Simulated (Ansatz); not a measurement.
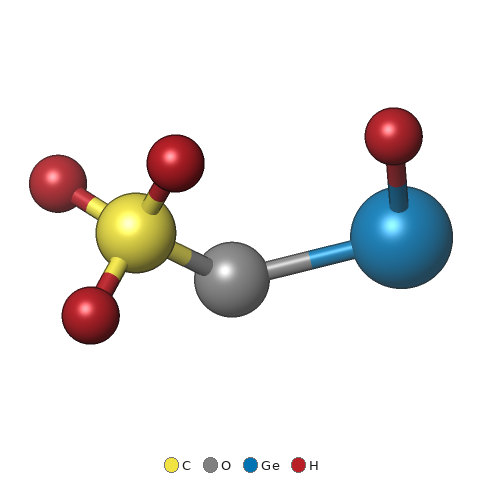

The computed structure is the end point of a PBE-D4/def2-SVP optimisation. No frequency run is at hand to confirm it as a minimum.

Give the structural formula.

SMILES: C[O][GeH]

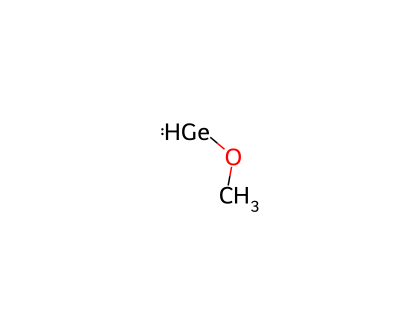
